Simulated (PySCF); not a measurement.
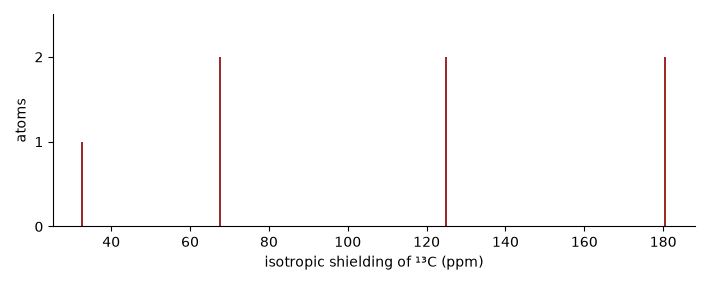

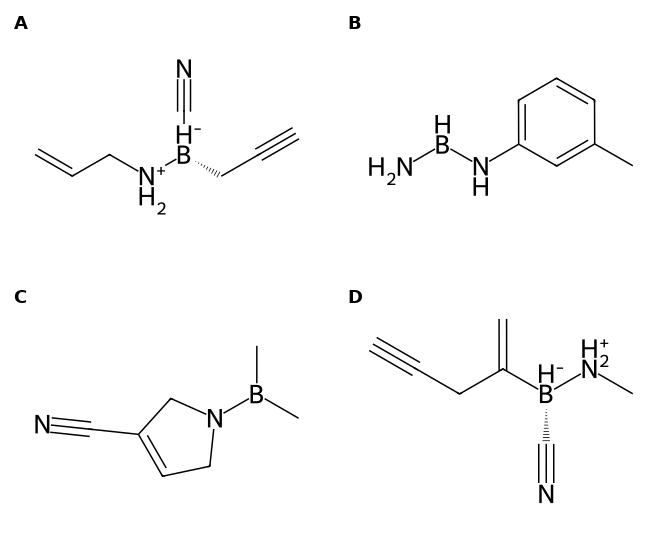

The sticks are computed shieldings of one of the molecules, for one fixed geometry (GFN2-xTB) without averaging over rotations. Low shielding means a high chemical shift. Method: GIAO PBE0/pcSseg-1 NMR shielding, non-relativistic, gas phase (PySCF 2.14.0).

Which molecule gives this pattern?

Answer. C, `CB(C)N1CC=C(C#N)C1`. Its 7 C atoms give lines at 32.7, 67.6 (2 atoms), 124.8 (2 atoms), 180.6 (2 atoms) ppm.

The geometry is semi-empirical. Around B such bond lengths and angles can be off by a tenth of an ångström or more and by several degrees, and values that hang on the shape move with them.
